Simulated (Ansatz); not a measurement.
# V_O in LiLaSO (P4/nmm): charge-transition levels and formation energies, part 2 of 2

Charge states of V_O in LiLaSO (P4/nmm), set against the band edges. Model: a cell of 64 host atoms with 1 O taken out.

Ansatz; place-levels on PBEsol runs: charge-transition levels and formation energies with image-charge correction and potential alignment at the atomic sites.

So far. Step 3 (Placing the levels, PBEsol): Under PBEsol the gap is 3.07 eV, (+2/+1) 1.80, (+1/0) 2.68, (0/−1) 3.11 (outside the gap) (with band filling) eV.

## (4) The same at the relaxations' own k-points

The relaxations' own energies give the levels at their sampling, for comparison.

Input file levels.relax_mesh.yaml:

```yaml
host:
  run: host.relax.run
  levels_from: { run: edges.relax.run }
states: [qm1_M1.relax.run, q0.relax.run, qp1_M1.relax.run, qp2.relax.run, q0_M2.relax.run]
chemical_potentials:
  O:
    energy: -558.282649
    dataset: "<sha256 of the dataset>"
```

The run is started by

```sh
> ansatz place-levels levels.relax_mesh.yaml -- --threads 4 --pin off --max-ram 7536MiB
```

Numbers of over 12 decimals in the logs are rounded to 6 here.

The log of the run:

```text
(+2/+1) 1.802 eV above the valence edge, 1.266 eV under the conduction edge
(+1/0) 2.674 eV above the valence edge, 0.393 eV under the conduction edge
[...]
formation energy of charge +2: +1.897 eV with the Fermi level at the valence edge
formation energy of charge +1: +3.699 eV with the Fermi level at the valence edge
formation energy of charge 0: +6.374 eV with the Fermi level at the valence edge
formation energy of charge -1: +9.484 eV with the Fermi level at the valence edge
  edges by pbesol of host.levels_from (edges.relax.run), its mesh sampled to repeats of 27.82 Å (the valence edge +0.136 eV and the conduction edge -0.265 eV from those of the host's own run), gap 3.068 eV; the host is sampled to repeats of 14.17 Å
[... the lines on each state left out ...]
```

Elapsed: 0.15 s, on 4 threads of Arm Neoverse V2, shared host.

Levels between neighbouring charges, in eV above the valence top:

```
                        gap (eV)  (+2/+1)  (+1/0)  (0/−1)
one point at (¼, ¼, ¼)      3.07     1.80    2.67    3.11
  a 2×2×2 shifted mesh      3.07     1.80    2.68    3.11
```

Going from one point at (¼, ¼, ¼) to a 2×2×2 shifted mesh moves the levels that carry no band-filling term by up to 0.00 eV and formation energies against the elements by up to 0.01 eV; band-filling terms, which differ between samplings, are in these energies.

## (5) place-levels, r2SCAN

r2SCAN on the same structure is run to see how far the result rests on the functional, though not on the errors that semilocal functionals share; the sampling changes too, to one point at (¼, ¼, ¼), so differences hold both changes.

Input file qm1_M1.r2scan/input.yaml:

```yaml
crystal:
  checkpoint: "../qm1_M1.relax.run"
  host: checkpoint
total_charge: -1
basis:
  ecutwfc: 500
  xc_grid: 2
hamiltonian:
  xc: r2scan
kpoints:
  mp_grid: { grid: [1, 1, 1], shift: [0.25, 0.25, 0.25] }
magnetization:
  spin_polarized: true
  initial_magnetization: 1
  spin_locking: { lock_magnetization: hard }
scf:
  occupations: { method: fermi_dirac, width: 0.01 }
  max_iter: 60
output:
  forces: true
  eigenvalues: true
  charged_corrections:
    epsilon: [5.41, 5.41, 5.12]
    static_epsilon: [20.61, 20.61, 13.45]
    defect_position: [0.5, 0.5, 0.0]
checkpoint:
  write: "../qm1_M1.r2scan.run"
  compress: false
  write_wavefunctions: false
  write_every: 100000
```

It took 2.1 min on 4 threads; peak memory 4.7 GiB.

Input file levels.r2scan.yaml:

```yaml
host:
  run: host.r2scan.run
  levels_from: { run: edges.r2scan.run }
states: [qm1_M1.r2scan.run, q0.r2scan.run, qp1_M1.r2scan.run, qp2.r2scan.run, q0_M2.r2scan.run]
geometry_from:
  qm1_M1.r2scan.run: qm1_M1.relax.run
  q0.r2scan.run: q0.relax.run
  qp1_M1.r2scan.run: qp1_M1.relax.run
  qp2.r2scan.run: qp2.relax.run
  q0_M2.r2scan.run: q0_M2.relax.run
  host.r2scan.run: host.relax.run
chemical_potentials:
  O:
    energy: -565.983079
    dataset: "<sha256 of the dataset>"
```

The run is started by

```sh
> ansatz place-levels levels.r2scan.yaml -- --threads 4 --pin off --max-ram 7536MiB
```

The log of the run:

```text
(+2/+1) 2.040 eV above the valence edge, 1.655 eV under the conduction edge
(+1/0) 3.115 eV above the valence edge, 0.580 eV under the conduction edge
[...]
formation energy of charge +2: +1.496 eV with the Fermi level at the valence edge
formation energy of charge +1: +3.536 eV with the Fermi level at the valence edge
formation energy of charge 0: +6.651 eV with the Fermi level at the valence edge
formation energy of charge -1: +10.366 eV with the Fermi level at the valence edge
  edges by r2scan of host.levels_from (edges.r2scan.run), its mesh sampled to repeats of 27.82 Å (the valence edge +0.128 eV and the conduction edge -0.243 eV from those of the host's own run), gap 3.695 eV; the host is sampled to repeats of 14.17 Å
[... the lines on each state left out ...]
```

It took 0.25 s on 4 threads.

Under r2SCAN the gap is 3.70 eV, (+2/+1) 2.04, (+1/0) 3.12, (0/−1) 3.71 (outside the gap) (with band filling) eV.

## (6) The ladder

Levels between neighbouring charges, in eV above each run's own valence top:

```
                                        gap (eV)  (+2/+1)  (+1/0)  (0/−1)  CPU time a state at this stage (restarts are quicker than cold starts)
            PBEsol, 2×2×2 shifted mesh      3.07     1.80    2.68    3.11                                                                  12 min
r2SCAN on PBEsol structures, (¼, ¼, ¼)      3.70     2.04    3.12    3.71                                                                 5.9 min
```

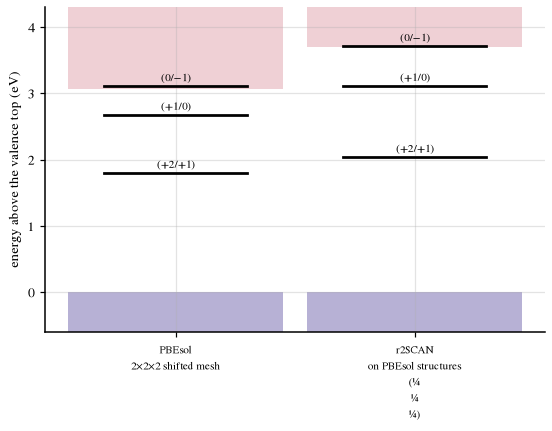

Levels between stable charges at each rung, each against its own band edges (shaded).

## (7) Summary of results

```
gap of the host                                                             : 3.07 eV (PBEsol)
level (plus 2/plus 1)                                                       : 1.80 eV above the valence top
level (plus 1/0)                                                            : 2.68 eV above the valence top
level (0/minus 1)                                                           : 3.11 eV above the valence top, past the conduction bottom (3.35 eV above the valence top without the band-filling term)
lowest of the charges placed, just above the valence top (0.02 eV)          : +2
lowest of the charges placed, just below the conduction bottom (0.02 eV)    : 0
lowest formation energy at mid-gap of the charges run, elemental references : 4.97 eV
```

What this shows: Of the charges placed (−1, 0, +1 and +2), the lowest changes at 1.80 eV (+2/+1) and 2.68 eV (+1/0) above the valence top, in a gap of 3.07 eV. Charges above +2 were not placed, so these runs say nothing of levels that involve them. States placed: +2 at 0 μB; +1 at 1 μB; 0 at 0 μB and 2 μB; −1 at 1 μB. Other spin states or structures, where not listed, weren't placed. The program finds carriers beyond a band edge of the host and adds a band-filling term at charge −1 (-0.24 eV); steps to such a charge show no bound level, and a defect level inside a band would be read the same way. Going from one point at (¼, ¼, ¼) to a 2×2×2 shifted mesh moves the levels that carry no band-filling term by up to 0.00 eV and formation energies against the elements by up to 0.01 eV; band-filling terms, which differ between samplings, are in these energies. Limits: the images are only 8.6 Å apart; PBEsol makes the gap too small and tends to spread out bound carriers; where a gas molecule sets a chemical potential or the host's formation energy, its binding is uncorrected; spin–orbit coupling, which can matter with heavy atoms, is left out.

[Logs are printed without paths, hosts, clocks, repeated set-up lines and the standing remarks that a program may print on its own settings, such as how far it seeks lower states.]

[Hosts, paths, dates, database ids (printed as entryN), source tags and the programs' standing remarks are cut or masked in the printed files.]

[Where a table of states has a column of steps, it counts the stored structures, which are thinned; the runs took as many ionic steps or more.]

[A defect's name tells the site on which it was built; relaxed atoms can leave that site.]

[For some hosts the program warned that the k-mesh of the response run may be too coarse for force constants and the static dielectric constant; such warnings are not shown here.]
